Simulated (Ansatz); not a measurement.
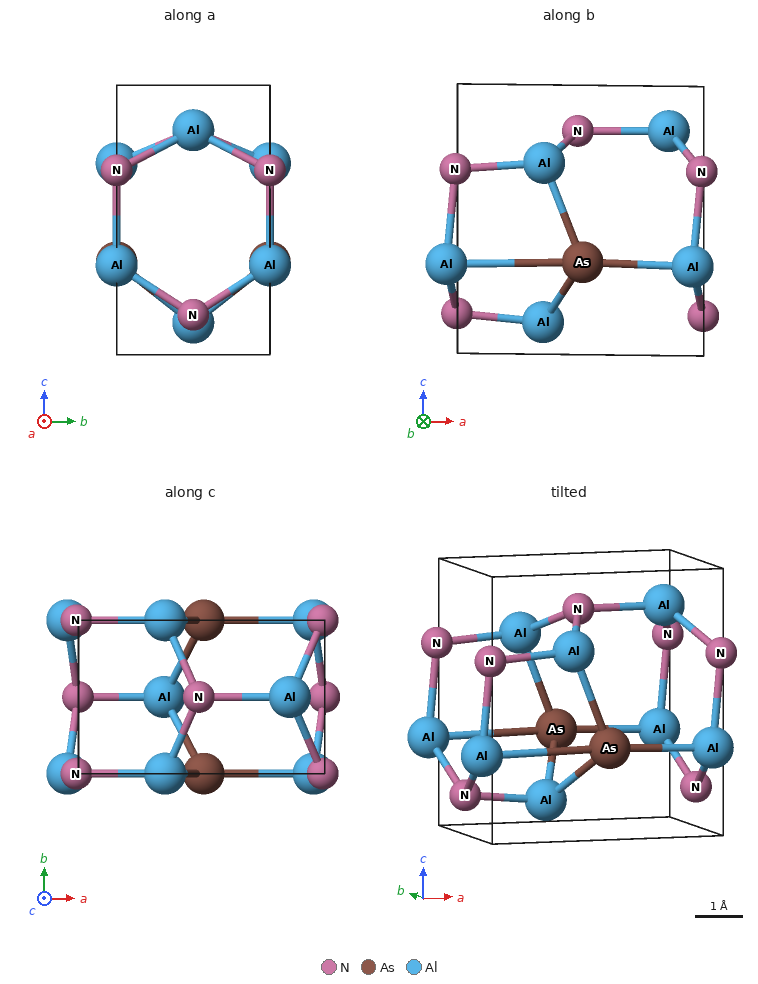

Ball-and-stick drawing of the structure, looking along the a axis, along the b axis, along the c axis and slightly off an axis. The lines enclose the conventional unit cell; boundary atoms appear with their images.

Lattice parameters: a = 5.325 Å, b = 3.315 Å, c = 5.825 Å, α = 90.00°, β = 90.63°, γ = 90.00°. Put a along x and b in the xy plane.

> Give the structure in the form of a POSCAR file, with free fractional coordinates to two decimals.

```
N As Al
1.0
     5.325    0.000    0.000
     0.000    3.315    0.000
    -0.064    0.000    5.825
N As Al
3 1 4
Direct
  0.99 0.00 0.68
  0.00 0.50 0.15
  0.49 0.50 0.83
  0.51 0.00 0.34
  0.35 0.00 0.71
  0.35 0.50 0.12
  0.86 0.50 0.83
  0.95 0.00 0.33
```

The model was built from a structure type filled with these elements by a generator (whether the compound takes this form wasn't checked). Earlier steps of the study, as a rule a relaxation of our own, may have changed the cell and positions, so they can lie some per cent off the listed ones. An electronic-structure calculation with Ansatz was run on it.
